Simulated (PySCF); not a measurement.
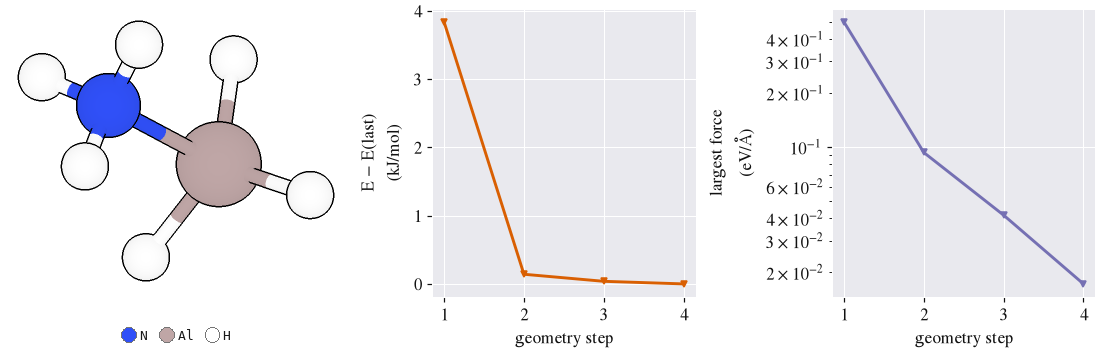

Beside the plot: the molecule at the start.

History of a geometry optimisation.

- system: AlH6N (SMILES [NH3+][AlH3-])
- method: PBE0-D3(BJ)/def2-SVP, geometry optimisation (PySCF)

How did the optimisation end?

The optimisation met its thresholds at geometry 4, counting the start as the first. The energy fell by about 3.8 kJ/mol from the first step to the last. The largest force goes from about 0.5 eV/Å at the start to 0.017 eV/Å at the end.
